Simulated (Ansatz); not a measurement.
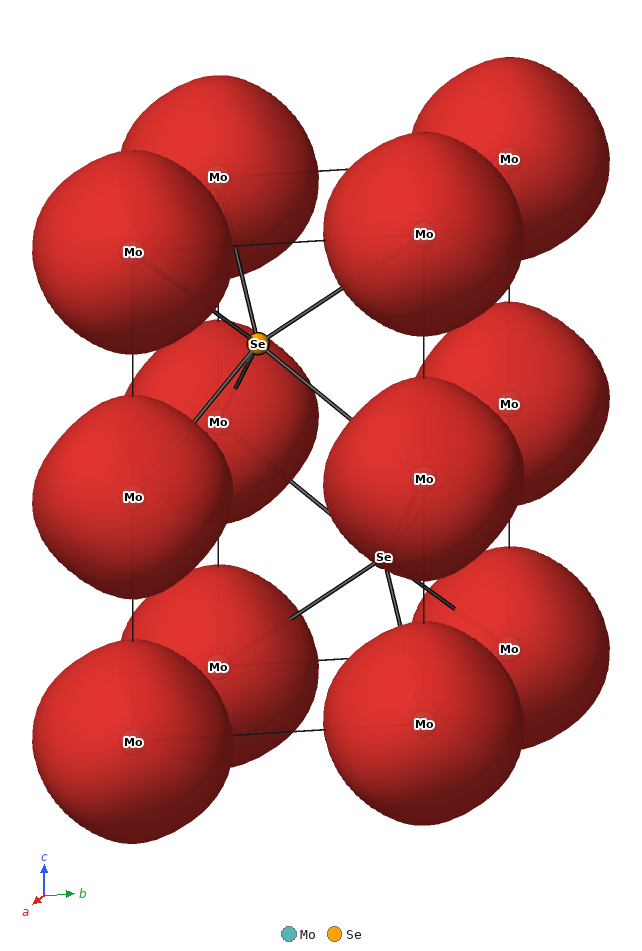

MoSe. Isosurface of the spin density (up minus down) at +0.1 e/Å³ (red), seen slightly off an axis. Sticks mark near contacts.

Space group P6₃/mmc; started from the nickel arsenide prototype, which need not be the ambient phase; Hubbard U of 4.38 eV on Mo d only; spin-polarised.

Theory: DFT PBE+U, scalar-relativistic, plane waves, PAW (Ansatz).

Core electrons are frozen (PAW), and the valence fields are smoothed inside the atomic spheres.

```yaml
crystal:
  lattice:
    - [4.02101, 0.00000, 0.00000]
    - [-2.01051, 3.48230, 0.00000]
    - [0.00000, 0.00000, 6.81577]
  atoms:
    - { symbol: Mo, position: [0.00000, 0.00000, 0.00000] }
    - { symbol: Mo, position: [0.00000, 0.00000, 0.50000] }
    - { symbol: Se, position: [0.33333, 0.66667, 0.25000] }
    - { symbol: Se, position: [0.66667, 0.33333, 0.75000] }
```

Q: Where is the spin, and how is it ordered?

A: The spin density sits on Mo: +3.4 μB (×2) in one cell of 4 atoms, with smaller moments on other sites: Se (up to −0.23 μB): parallel main moments (a ferromagnetic arrangement) in this solution. The cell of the calculation (4 atoms) carries 8.0 μB of net spin moment.
